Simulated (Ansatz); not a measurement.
# RPA@PBE/def2-SVPD (core potential) run of CH2NSn (SMILES N#[C][SnH2])

Aim: the electronic atomisation energy of CH2NSn at RPA@PBE/def2-SVPD (core potential), from 5 runs. 

Program for the calculation: Ansatz 0.2.0.

60 further runs of the same task are left out: 60 set aside as unsound or not needed. Runs told in other sessions of the task aren't counted.

### 1 Starting point

CH2NSn has 5 atoms, charge 0, and is taken as a doublet. SMILES: `N#[C][SnH2]`. The coordinates come from a PBE0-D4/def2-TZVP relaxation.

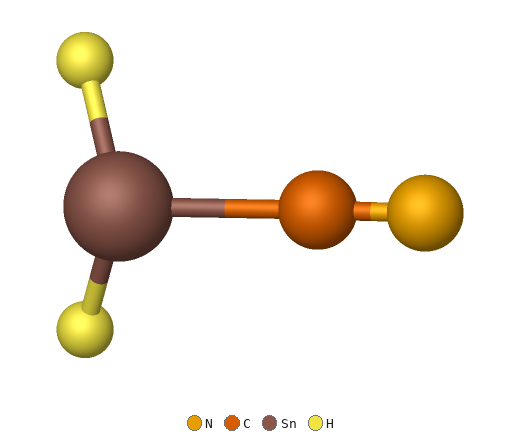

Viewed from a chosen angle; nitrogen amber, carbon orange, tin brown, hydrogen yellow.

### 2 A single-point energy at RPA@PBE/def2-SVPD (core potential)

run.yaml reads:

```yaml
crystal:
  periodic: [false, false, false]
  atoms:
    - {symbol: N, position_ang: [0.833800, -1.535700, 1.665600]}
    - {symbol: C, position_ang: [0.506000, -0.851500, 0.796000]}
    - {symbol: Sn, position_ang: [0.009600, 0.331100, -0.886300]}
    - {symbol: H, position_ang: [-1.648500, 0.038200, -1.184000]}
    - {symbol: H, position_ang: [0.349000, 1.944400, -0.432600]}
basis:
  gaussian: {orbitals: def2-SVPD}
magnetization: {spin_polarized: true, initial_magnetization: 1}
hamiltonian: {xc: {name: PBE}}
correlation: {method: rpa, frozen_orbitals: {C: 1, H: 0, "N": 1, Sn: 4}}
accuracy: high
```

Started as:

```sh
$ ansatz run run.yaml --threads 1 --pin off --max-ram 3480MiB --events-out events.jsonl --progress --plain --runs-dir runs
```

What it wrote:

```text
Warning: RAYON_NUM_THREADS=1 ignored (pool sized by the plan → 1); use --threads N
Functional definition: PBE
  name "PBE"
  parameter kappa = 0.804
  parameter beta = 0.06672455060314922
  exchange = pbe_x(kappa = kappa, mu = beta*pi^2/3)
  correlation = pbe_c(beta = beta)
1938 factors; integrals over basis functions are off by at most 2.8e-9 eV
mean field evaluation 1: about -8377.1807 eV, gradient 3.4e1 eV
mean field evaluation 2: about -8377.1765 eV, gradient 3.4e1 eV
mean field evaluation 4: about -8382.6071 eV, gradient 1.5e1 eV
mean field evaluation 8: about -8383.7909 eV, gradient 2.2e-1 eV
mean field evaluation 16: about -8383.7909 eV, gradient 1.3e-4 eV
mean field evaluation 32: about -8304.5255 eV, gradient 5.3e1 eV
mean field -8383.79088206 eV, -308.0986321783 hartree, gradient 1.9e-8 eV, S^2 0.751328; 1 other end points of the search recorded, 0 dependent functions left out
6 core orbitals not correlated: weight in the atoms' cores, before any rotation towards them, 1.000 or more for the frozen orbitals, at most 0.000 for the correlated occupied ones
reference -8344.94686338 eV, -306.6711408210 hartree; 13, 12 occupied and 69, 70 virtual orbitals, 1938 factors
Total energy: -8362.36126363 eV, -307.3111082265 hartree
```

It took 15 s on 1 thread of Arm Neoverse V2, shared host; peak memory 0.45 GiB.

### 3 The C atom

molecule.yaml reads:

```yaml
crystal:
  periodic: [false, false, false]
  atoms:
    - symbol: C
      position_ang: [0.000000, 0.000000, 0.000000]
basis:
  gaussian:
    orbitals: def2-SVPD
magnetization:
  spin_polarized: true
  initial_magnetization: 2
correlation:
  method: rpa
  frozen_orbitals: {C: 1}
hamiltonian:
  xc: {name: PBE}
accuracy: high
```

Run the same way, it converges to -37.78135 Eh (log not shown).

### 4 The H atom

input.yaml reads:

```yaml
crystal:
  periodic: [false, false, false]
  atoms:
    - {symbol: H, position_ang: [0.000000, 0.000000, 0.000000]}
basis:
  gaussian:
    orbitals: def2-SVPD
magnetization:
  spin_polarized: true
  initial_magnetization: 1
hamiltonian:
  xc: pbe
correlation:
  method: rpa
  frozen_orbitals: {H: 0}
accuracy: high
```

Run the same way, it converges to -0.51464 Eh (log not shown).

### 5 The N atom

run.yaml reads:

```yaml
crystal:
  periodic: [false, false, false]
  atoms:
    - {symbol: "N", position_ang: [0.000000, 0.000000, 0.000000]}
basis:
  gaussian: {orbitals: def2-SVPD}
magnetization: {spin_polarized: true, initial_magnetization: 3}
hamiltonian: {xc: {name: PBE}}
correlation: {method: rpa, frozen_orbitals: {"N": 1}}
accuracy: high
```

Run the same way, it converges to -54.48648 Eh (log not shown).

### 6 The Sn atom

input.yaml reads:

```yaml
crystal:
  periodic: [false, false, false]
  atoms:
    - {symbol: Sn, position_ang: [0.000000, 0.000000, 0.000000]}
basis:
  gaussian:
    orbitals: def2-SVPD
magnetization:
  spin_polarized: true
  initial_magnetization: 2
hamiltonian:
  xc: {name: PBE}
correlation:
  method: rpa
  frozen_orbitals: {Sn: 4}
accuracy: high
```

Run the same way, it converges to -213.45498 Eh (log not shown).

### 7 Results

At RPA@PBE/def2-SVPD (core potential), 6 core orbitals frozen:

| quantity | value |
| --- | --- |
| molecule: total energy | -307.31111 Eh |
| molecule: RPA correlation energy (valence) | -640.0 mEh |
| molecule: ⟨S²⟩ of the reference determinant | 0.751 |
| C atom: total energy | -37.78135 Eh |
| C atom: RPA correlation energy (valence) | -137.6 mEh |
| C atom: ⟨S²⟩ of the reference determinant | 2.003 |
| H atom: total energy | -0.51464 Eh |
| H atom: RPA correlation energy | -15.4 mEh |
| H atom: ⟨S²⟩ of the reference determinant | 0.750 |
| N atom: total energy | -54.48648 Eh |
| N atom: RPA correlation energy (valence) | -150.7 mEh |
| N atom: ⟨S²⟩ of the reference determinant | 3.753 |
| Sn atom: total energy | -213.45498 Eh |
| Sn atom: RPA correlation energy (valence) | -128.0 mEh |
| Sn atom: ⟨S²⟩ of the reference determinant | 2.002 |
| electronic atomisation energy | 15.212 eV |

**Reading.** Taking the molecule apart into free atoms costs 15.21 eV (1468 kJ/mol), before zero-point energy and without spin-orbit coupling.
